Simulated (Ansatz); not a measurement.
**BH5OSi2 (SMILES B1O[SiH2][SiH2]1): density, localisation and related maps**

Input file:

```
crystal:
  periodic: [false, false, false]
  atoms:
    - {symbol: B, position_ang: [-0.764560, -0.100099, -1.413835]}
    - {symbol: O, position_ang: [-1.535118, -0.639830, -0.437013]}
    - {symbol: Si, position_ang: [1.049895, 0.215056, -0.470489]}
    - {symbol: Si, position_ang: [-0.525067, -0.726905, 0.979963]}
    - {symbol: H, position_ang: [-1.161822, 0.070597, 2.069387]}
    - {symbol: H, position_ang: [2.227723, -0.628983, -0.838153]}
    - {symbol: H, position_ang: [-1.210677, 0.081140, -2.523919]}
    - {symbol: H, position_ang: [1.495768, 1.611690, -0.178168]}
    - {symbol: H, position_ang: [-0.435291, -2.152046, 1.414967]}
basis:
  gaussian:
    orbitals: def2-TZVPD
total_charge: 0
hamiltonian:
  xc: pbe0
output:
  forces: true
  orbitals: {seedname: orbitals}
```

Run with:

```sh
ansatz run input.yaml --threads 2 --pin off --max-ram 4350MiB --events-out events.jsonl --progress --plain --runs-dir runs
```

Geometry: PBE0-D3(BJ)/def2-SVP.

Theory: Ansatz 0.2.0, isolated molecule in a Gaussian basis; Kohn-Sham density functional theory, functional PBE0.

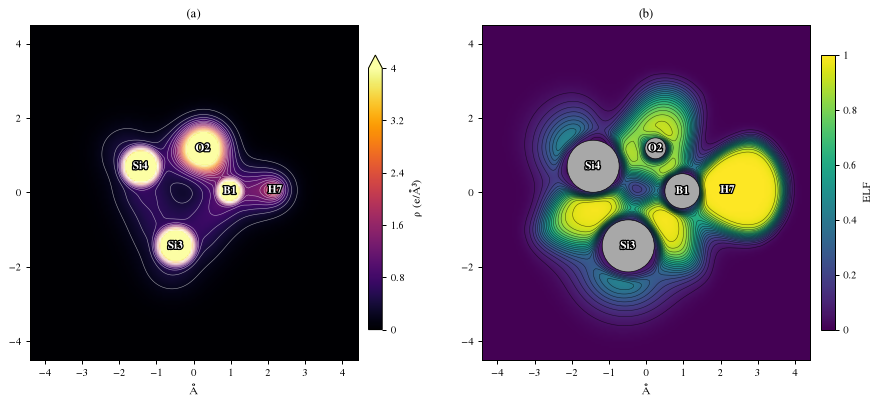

Figure 1. (a) total electron density; (b) electron localisation function on the plane of atoms O2, B1 and Si3. Grey discs cover the atomic cores in the ELF map.

Question: Describe what can be read from this map.

Answer:
- The plane passes through B, O, Si and H nuclei.
- B–O (1.36 Å): ρ at the midpoint is about 2.1 e/Å³; the ELF peaks at about 0.90 between the atoms; a short, strongly polar bond.
- Si–O (1.74 Å): ρ at the midpoint is about 0.99 e/Å³; the ELF peaks at about 0.90 between the atoms; a shared but strongly polarised pair.
- Si–B (2.07 Å): ρ at the midpoint is about 0.73 e/Å³; the ELF peaks at about 1 between the atoms, as expected for a shared electron pair.
- Si–Si (2.34 Å): the density is about 0.6 e/Å³ at the midpoint; the ELF peaks at about 0.95 between the atoms: a shared electron pair.
- B–H (1.21 Å): the density is about 1.3 e/Å³ at the midpoint; the ELF climbs to about 1 towards the hydrogen, as it does in any bond to H; an ordinary covalent bond to hydrogen.
- The ELF also peaks beside O2, away from the bonds: lone-pair regions.

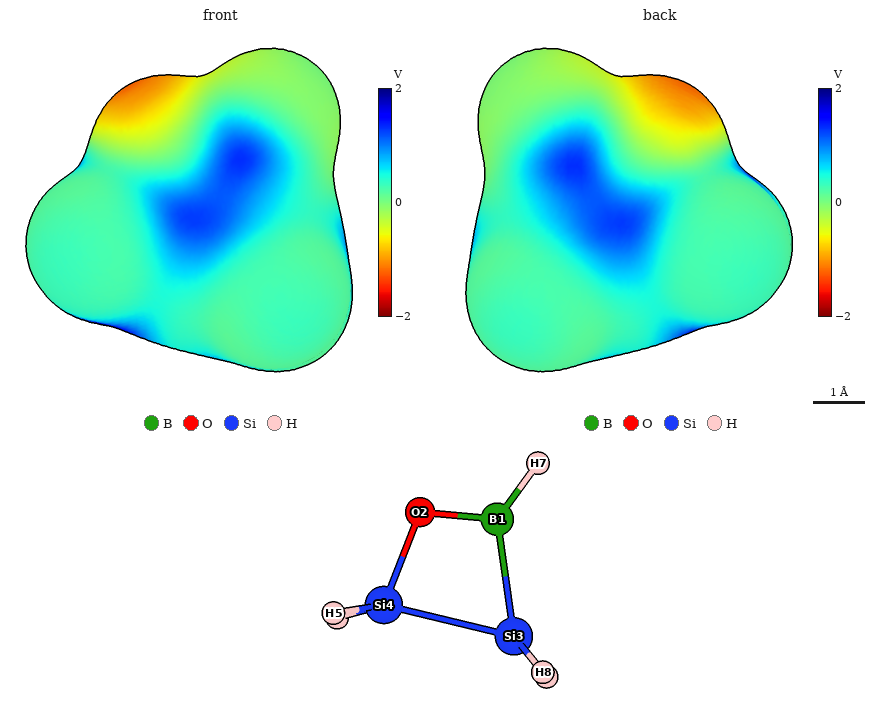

Figure 2. The molecular electrostatic potential painted on the density surface at 0.002 e/bohr³, seen from the front and from behind; red is negative and blue positive. The bare structure is drawn below in the same view.

Question: Describe the electrostatic potential map.

Answer: The most negative region (about −1.2 V, or −28 kcal/mol for a unit charge) lies over O2, the most positive (about +1.7 V, or +39 kcal/mol for a unit charge) over Si4. O2 is the likeliest acceptor of a hydrogen bond.

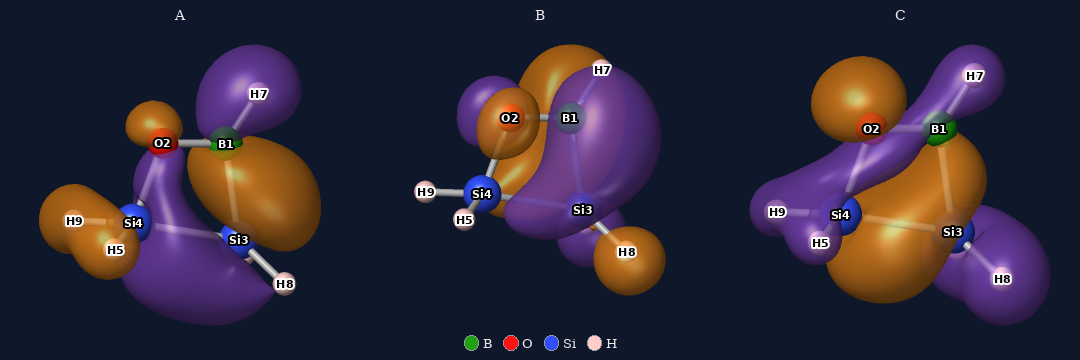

Figure 3. Three frontier orbitals at ±0.08 Å⁻³ᐟ² (orange and purple are the two phases), in no order.

Question: Which picture is the HOMO−1, the HOMO and the LUMO?

Answer: C is the HOMO−1 (−8.24 eV). By Hirshfeld shares it lies mainly on Si3 (about 30 %), O2 (about 25 %), Si4 (about 20 %), B1 (about 5 %), H6 (about 5 %) and H8 (about 5 %). A is the HOMO (−7.25 eV). By Hirshfeld shares it lies mainly on Si3 (about 35 %), B1 (about 25 %), Si4 (about 20 %) and H7 (about 10 %). B is the LUMO (−1.42 eV). By Hirshfeld shares it lies mainly on B1 (about 40 %), Si3 (about 20 %) and O2 (about 15 %).

Question: What is the HOMO–LUMO gap?

Answer: 5.83 eV between the orbital energies.
